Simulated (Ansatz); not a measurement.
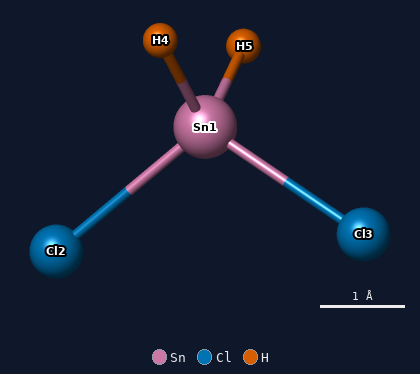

The structure as given in the input (ball-and-stick view, seen at a tilt; atoms are numbered from 1 in the order of the input). Sticks mark near contacts. Bond lengths as drawn: Cl–Sn 2.41 Å and H–Sn 1.74 Å.

SnH₂Cl₂: geometry relaxation

- system: SnH₂Cl₂
- method: RKS PBE/def2-SVP (Ansatz 0.2.0)

It belongs to a series of runs on one base structure; here: start relaxed. Figures and captions count atoms from 1; the log counts them from 0 in places.

## The program's output
```
The last accepted step is kept in [file] (removed where the run ends without a failure and the disk answers)
Engine: ansatz 0.2.0, aarch64-unknown-linux-gnu
Functional definition: PBE
  parameter kappa = 0.804
  parameter beta = 0.06672455060314922
  exchange = pbe_x(kappa = kappa, mu = beta*pi^2/3)
  correlation = pbe_c(beta = beta)
797 factors; their error is unknown
mean field evaluation 1: about -30891.6706 eV, gradient 1.9e1 eV
mean field evaluation 2: about -30890.2798 eV, gradient 3.0e1 eV
mean field evaluation 4: about -30892.7087 eV, gradient 8.9e-1 eV
mean field evaluation 8: about -30892.6846 eV, gradient 5.0e-3 eV
mean field -30892.68464518 eV, -1135.2852208965 hartree, gradient 4.9e-5 eV, S^2 0.000000; 0 other end points of the search recorded, 0 dependent functions left out
the calculation of the forces begins
reference -30892.68467976 eV, -1135.2852221674 hartree; 29, 29 occupied and 43, 43 virtual orbitals, 797 factors
relax step   1: F+E_penalty+E_count = -30892.68464518 eV  Δ(F+E_penalty+E_count) = +0.000e0 eV  max|allowed force component| = 6.197e-1 eV/Å  Δτ_max = 0.0000 Å  (24 SCF iters, accepted)
these checks for a lower state are left out or cut short: starts, cluster_reference, orbital_swaps, neighbouring_geometries, increment
797 factors; their error is unknown
mean field evaluation 16: about -30892.7294 eV, gradient 8.6e-2 eV
mean field -30892.70524836 eV, -1135.2859780494 hartree, gradient 1.6e-5 eV, S^2 0.000000; 0 other end points of the search recorded, 0 dependent functions left out
the calculation of the forces begins
reference -30892.70528307 eV, -1135.2859793251 hartree; 29, 29 occupied and 43, 43 virtual orbitals, 797 factors
relax step   2: F+E_penalty+E_count = -30892.70524836 eV  Δ(F+E_penalty+E_count) = -2.060e-2 eV  max|allowed force component| = 4.071e-1 eV/Å  Δτ_max = 0.1949 Å  (26 SCF iters, accepted)
these checks for a lower state are left out or cut short: starts, cluster_reference, orbital_swaps, neighbouring_geometries, increment
797 factors; their error is unknown
mean field -30892.74928725 eV, -1135.2875964490 hartree, gradient 7.1e-5 eV, S^2 0.000000; 0 other end points of the search recorded, 0 dependent functions left out
the calculation of the forces begins
reference -30892.74932160 eV, -1135.2875977114 hartree; 29, 29 occupied and 43, 43 virtual orbitals, 797 factors
relax step   3: F+E_penalty+E_count = -30892.74928725 eV  Δ(F+E_penalty+E_count) = -4.404e-2 eV  max|allowed force component| = 3.610e-2 eV/Å  Δτ_max = 0.0982 Å  (23 SCF iters, accepted)
these checks for a lower state are left out or cut short: starts, cluster_reference, orbital_swaps, neighbouring_geometries, increment
797 factors; their error is unknown
mean field evaluation 32: about -30892.7494 eV, gradient 9.1e-5 eV
mean field -30892.74940474 eV, -1135.2876007667 hartree, gradient 1.6e-5 eV, S^2 0.000000; 0 other end points of the search recorded, 0 dependent functions left out
the calculation of the forces begins
reference -30892.74943908 eV, -1135.2876020285 hartree; 29, 29 occupied and 43, 43 virtual orbitals, 797 factors
relax step   4: F+E_penalty+E_count = -30892.74940474 eV  Δ(F+E_penalty+E_count) = -1.175e-4 eV  max|allowed force component| = 8.100e-3 eV/Å  Δτ_max = 0.0037 Å  (20 SCF iters, accepted)
```

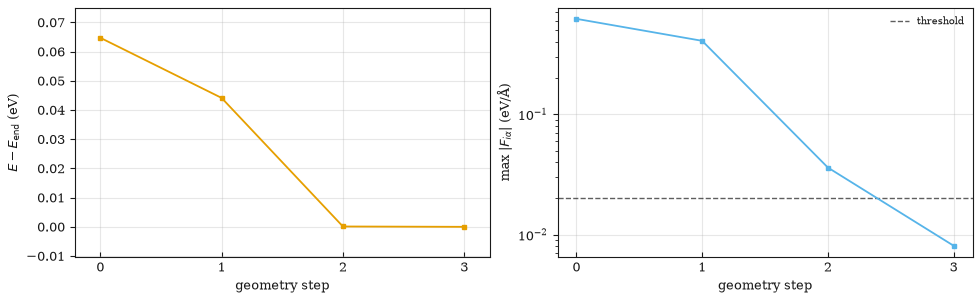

Progress of the relaxation, step by step (the first geometry is step 0 here and step 1 in the log).

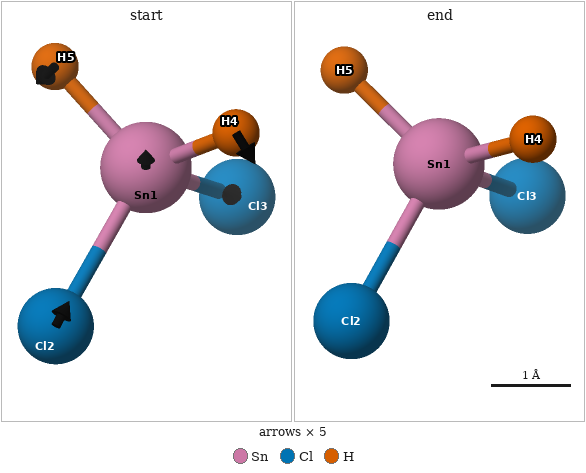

Before (left) and after (right) the relaxation, at one scale (ball-and-stick view, seen at a tilt). The black arrows give the displacements, magnified 5 times. Over 3 geometry steps the energy falls by 0.065 eV. Largest force component: 0.62 eV/Å at the start, 0.0081 eV/Å at the end. The largest moves after the best rigid fit, 0.094 Å, are those of H4 and H5. By element the largest moves are H 0.094 Å, Cl 0.076 Å, Sn 0.053 Å. Among the contacts that change: Sn1–Cl2 2.410 → 2.366 Å, Sn1–H4 1.739 → 1.720 Å. Among the angles that change: H4–Sn1–H5 109.5° → 118.7°. (Atoms are counted from 1 in the order of the input.)

```
797 factors; their error is unknown
mean field -30892.74940474 eV, -1135.2876007667 hartree, gradient 1.6e-5 eV, S^2 0.000000; 1 other end points of the search recorded, 0 dependent functions left out
the calculation of the forces begins
reference -30892.74943908 eV, -1135.2876020285 hartree; 29, 29 occupied and 43, 43 virtual orbitals, 797 factors
Total energy: -30892.74943908 eV, -1135.2876020285 hartree
Atom 0 at    -0.043526    -0.000000    -0.030681 Å, force     0.008100    -0.000000     0.005739 eV/Å
Atom 1 at    -0.003382     0.000000     2.334732 Å, force     0.000106     0.000000    -0.003678 eV/Å
Atom 2 at     2.200216     0.000000    -0.780623 Å, force    -0.003424     0.000000     0.001322 eV/Å
Atom 3 at    -0.759854     1.479758    -0.537364 Å, force    -0.002391     0.001733    -0.001692 eV/Å
Atom 4 at    -0.759854    -1.479758    -0.537364 Å, force    -0.002391    -0.001733    -0.001692 eV/Å
Dipole moment:    -0.434794     0.000000    -0.307546 e Å
```

## Trajectory as extended XYZ (Å, eV, eV/Å), 4 frames, from step=1 to step=4
```
5
Properties=species:S:1:pos:R:3:forces:R:3 step=1 energy=-30892.68465
Sn    0.0000    0.0000    0.0000    0.0636   0.0000   0.0445
Cl    0.0000    0.0000    2.4100    0.0471   0.0000  -0.6197
Cl    2.2726    0.0000   -0.8025   -0.5702   0.0000   0.2510
H    -0.8195    1.4198   -0.5794    0.2298  -0.0049   0.1620
H    -0.8195   -1.4198   -0.5794    0.2298   0.0049   0.1620
5
Properties=species:S:1:pos:R:3:forces:R:3 step=2 energy=-30892.70525
Sn   -0.0807    0.0000   -0.0569   -0.2254   0.0000  -0.1591
Cl   -0.0177    0.0000    2.2844   -0.0241   0.0000   0.4071
Cl    2.1477    0.0000   -0.7773    0.3776   0.0000  -0.1586
H    -0.7079    1.5588   -0.5008   -0.0640  -0.3278  -0.0447
H    -0.7079   -1.5588   -0.5008   -0.0640   0.3278  -0.0447
5
Properties=species:S:1:pos:R:3:forces:R:3 step=3 energy=-30892.74929
Sn   -0.0456    0.0000   -0.0322    0.0361   0.0000   0.0256
Cl   -0.0050    0.0000    2.3333   -0.0006   0.0000  -0.0016
Cl    2.1983    0.0000   -0.7816   -0.0016   0.0000   0.0000
H    -0.7571    1.4812   -0.5354   -0.0170   0.0158  -0.0120
H    -0.7571   -1.4812   -0.5354   -0.0170  -0.0158  -0.0120
5
Properties=species:S:1:pos:R:3:forces:R:3 step=4 energy=-30892.74940
Sn   -0.0435    0.0000   -0.0307    0.0081   0.0000   0.0057
Cl   -0.0034    0.0000    2.3347    0.0001   0.0000  -0.0037
Cl    2.2002    0.0000   -0.7806   -0.0034   0.0000   0.0013
H    -0.7599    1.4798   -0.5374   -0.0024   0.0017  -0.0017
H    -0.7599   -1.4798   -0.5374   -0.0024  -0.0017  -0.0017
```

The run was set up as follows.

## The input
```yaml
crystal:
  periodic: [false, false, false]
  atoms:
    - { symbol: Sn, position_ang: [0.0, 0.0, 0.0] }
    - { symbol: Cl, position_ang: [0.0, 0.0, 2.41] }
    - { symbol: Cl, position_ang: [2.2726, 0.0, -0.8025] }
    - { symbol: H, position_ang: [-0.8195, 1.4198, -0.5794] }
    - { symbol: H, position_ang: [-0.8195, -1.4198, -0.5794] }
basis:
  gaussian: { orbitals: def2-SVP }
hamiltonian:
  xc: pbe
relax:
  f_tol: 0.02
  max_steps: 40
```

Command:
```bash
ansatz run input.yaml --threads 1 --pin off --max-ram 2048MiB --backend cpu --events-out ev --progress --plain --runs-dir out
```

## Results in brief

```csv
quantity,value
outcome,converged
total energy,−30892.7494 eV
mean-field energy,−30892.7494 eV
largest force (length of the vector) at the end,0.010 eV/Å
hardware,"1 thread of Arm Neoverse V2, 24 GiB of memory available, shared host"
wall time,9 s
peak memory,0.12 GiB
```
